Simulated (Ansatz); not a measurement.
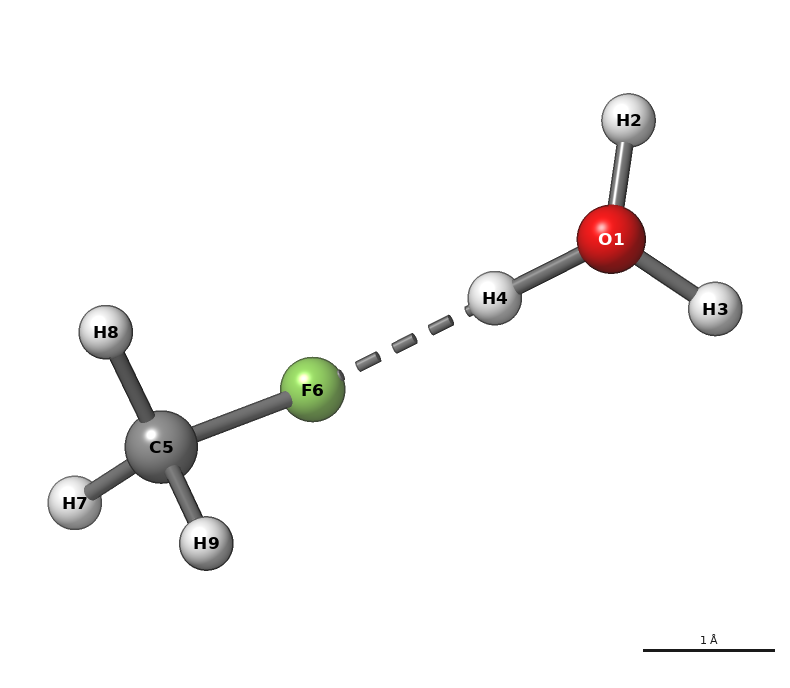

Two molecules or ions; the broken line marks their closest contact (measured against van der Waals radii). State: charge +1, singlet. Geometry: a pair of rigid molecules at a changed separation. Program: Ansatz 0.2.0.

Which two species are they?

Answer. H3O and CH3F (`CF.[OH3+]`).

How long is the contact?

Answer. H4···F6 is 1.64 Å.

Give the counterpoise-corrected interaction energy (kcal/mol, monomers kept as in the pair) with RHF-CCSD(T) (frozen core)/def2-TZVPPD; ωB97M-V/def2-TZVPPD; PBE0-D4/def2-TZVPPD; PBE-D4/def2-TZVPPD; B3LYP-D4/def2-TZVPPD; r2SCAN-D4/def2-TZVPPD.

```json
{"level": "RHF-CCSD(T) (frozen core)/def2-TZVPPD", "interaction energy (kcal/mol)": "−25.2"}
{"level": "ωB97M-V/def2-TZVPPD", "interaction energy (kcal/mol)": "−26.0"}
{"level": "PBE0-D4/def2-TZVPPD", "interaction energy (kcal/mol)": "−26.4"}
{"level": "PBE-D4/def2-TZVPPD", "interaction energy (kcal/mol)": "−26.4"}
{"level": "B3LYP-D4/def2-TZVPPD", "interaction energy (kcal/mol)": "−26.5"}
{"level": "r2SCAN-D4/def2-TZVPPD", "interaction energy (kcal/mol)": "−26.3"}
```
